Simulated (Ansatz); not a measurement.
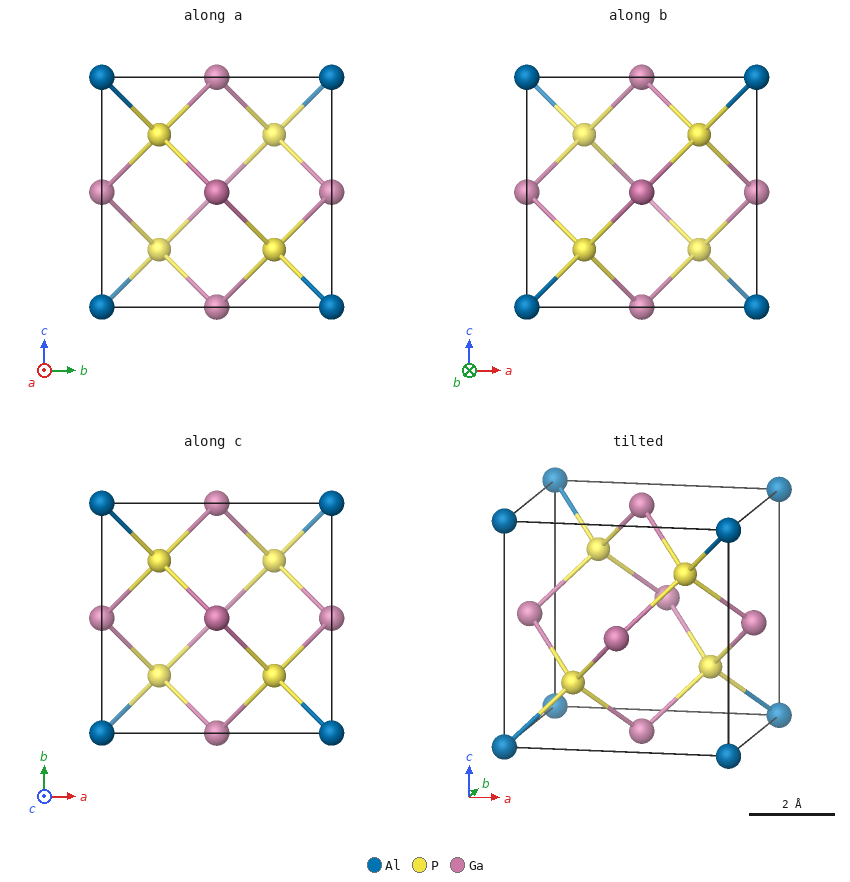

Drawn in the ball-and-stick manner and seen along the a axis, along the b axis, along the c axis and slightly off an axis. One conventional unit cell is framed, with atoms on its boundary repeated.

Lattice parameters: a = 5.4589 Å, b = 5.4589 Å, c = 5.4589 Å, α = 90.000°, β = 90.000°, γ = 90.000°.

Put the structure into a CIF in P1 with every atom of the cell.

Answer.
```cif
data_structure
_symmetry_space_group_name_H-M 'P 1'
_symmetry_Int_Tables_number 1
_cell_length_a 5.4589
_cell_length_b 5.4589
_cell_length_c 5.4589
_cell_angle_alpha 90.000
_cell_angle_beta 90.000
_cell_angle_gamma 90.000
_cell_volume 162.67
loop_
_atom_site_label
_atom_site_type_symbol
_atom_site_fract_x
_atom_site_fract_y
_atom_site_fract_z
_atom_site_occupancy
Al1 Al 0.0000 0.0000 0.0000 1
P1 P 0.2500 0.2500 0.2500 1
Ga1 Ga 0.5000 0.5000 0.0000 1
P2 P 0.7500 0.7500 0.2500 1
Ga2 Ga 0.5000 0.0000 0.5000 1
P3 P 0.7500 0.2500 0.7500 1
Ga3 Ga 0.0000 0.5000 0.5000 1
P4 P 0.2500 0.7500 0.7500 1
```

Source of the structure: a structure type filled with these elements by a generator (whether the compound takes this form wasn't checked). Earlier steps of the study, as a rule a relaxation of our own, may have changed the cell and positions, so they can lie some per cent off the listed ones. It was the input of a calculation with Ansatz.
